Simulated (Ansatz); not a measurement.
## ZnAu: response to strain

Start from ZnAu in the CsCl type structure (space group Pm-3m, No. 221; relaxed with 0.1 eV smearing).

```xyz
2
Lattice="3.1286 0.0000 0.0000 0.0000 3.1286 0.0000 0.0000 0.0000 3.1286" Properties=species:S:1:pos:R:3 pbc="T T T"
Zn     1.5643     1.5643     1.5643
Au     0.0000     0.0000     0.0000
```

Cartesian axes are those of the cell as printed.

Strains are applied to the cell and any free atomic positions relax; under biaxial strain the out-of-plane vector relaxes too.

Method: DFT with PBEsol, PAW potentials and a 420 eV plane-wave cutoff in Ansatz (a quantum-chemistry and plane-wave program), no spin-orbit coupling.

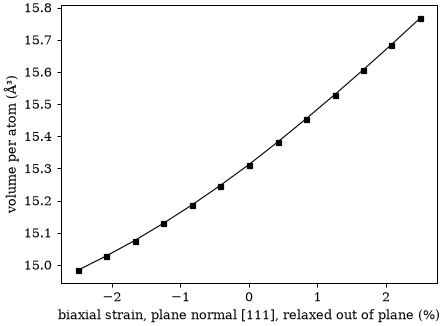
Figure: Volume per atom against biaxial strain, plane normal [111], relaxed out of plane

| biaxial strain, plane normal [111], relaxed out of plane (%) | volume per atom |
|---|---|
| -2.5 | 14.98 Å³ |
| -2.08 | 15.03 Å³ |
| -1.67 | 15.08 Å³ |
| -1.25 | 15.13 Å³ |
| -0.83 | 15.19 Å³ |
| -0.42 | 15.25 Å³ |
| 0.42 | 15.38 Å³ |
| 0.83 | 15.45 Å³ |
| 1.25 | 15.53 Å³ |
| 1.67 | 15.61 Å³ |
| 2.08 | 15.68 Å³ |
| 2.5 | 15.77 Å³ |

Stability against distortions was not tested.
